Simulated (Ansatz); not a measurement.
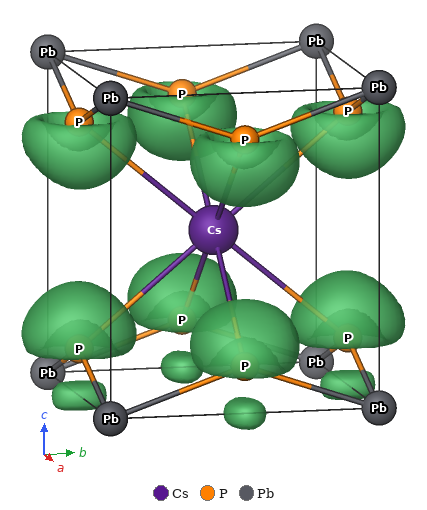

Figure. CsP₄Pb. Isosurface of the ELF at 0.8 (green), seen slightly off an axis. Only the valence region is drawn (cores and ρ < 0.01 e/Å³ removed). Sticks mark near contacts.

Space group P4/mmm; a structure generated by program, which may or may not match a known phase; computed without spin polarisation.

Level of theory: DFT PBE, scalar-relativistic, plane waves, PAW in Ansatz.

Input

```
crystal:
  lattice:
    - [5.8196283795, 0.0, 0.0]
    - [0.0, 5.8196283795, 0.0]
    - [0.0, 0.0, 6.8499301769]
  atoms:
    - { symbol: Cs, position: [0.5, 0.5, 0.5] }
    - { symbol: P, position: [0.5, 0.0, 0.1465684156] }
    - { symbol: P, position: [0.0, 0.5, 0.8534315844] }
    - { symbol: P, position: [0.5, 0.0, 0.8534315844] }
    - { symbol: P, position: [0.0, 0.5, 0.1465684156] }
    - { symbol: Pb, position: [0.0, 0.0, 0.0] }
basis:
  ecutwfc: 420
kpoints:
  mp_grid: { grid: [6, 6, 6] }
hamiltonian:
  xc: pbe
scf:
  occupations: { method: gaussian, width: 0.1 }
output:
  forces: true
  stress: true
  eigenvalues: true
  write_density: true
  write_potential: true
  elf: true
  volumetric_format: npy
relax:
  adjacent_minimum: "off"
  f_tol: 0.01
  max_steps: 80
  cell: { stress_tol: 0.05 }
```

Command:

```sh
ansatz run input.yaml --threads 1 --pin off --max-ram 2048MiB --backend cpu --events-out ev --progress --plain --runs-dir out
```

Below, planes, directions and counts refer to the conventional cell (a = 5.81 Å, b = 5.81 Å, c = 6.85 Å, α = 90.00°, β = 90.00°, γ = 90.00°).

The fields are those of the relaxed geometry.

Question: Where are the electrons localised?

Answer: The ELF exceeds this value in two regions between bonded P–P atoms and four regions wrapped around P (the valence shell of each), counted in one cell of 6 atoms. Any copies at cell faces, edges or corners count once. Profiles from the grid: P–P (2.01 Å): the ELF peaks at about 0.85 between the atoms. P–Pb (3.07 Å): the ELF peaks at about 0.75 in the valence shell of P, 0.8 Å from its nucleus, and drops to about 0.20 between the two atoms.
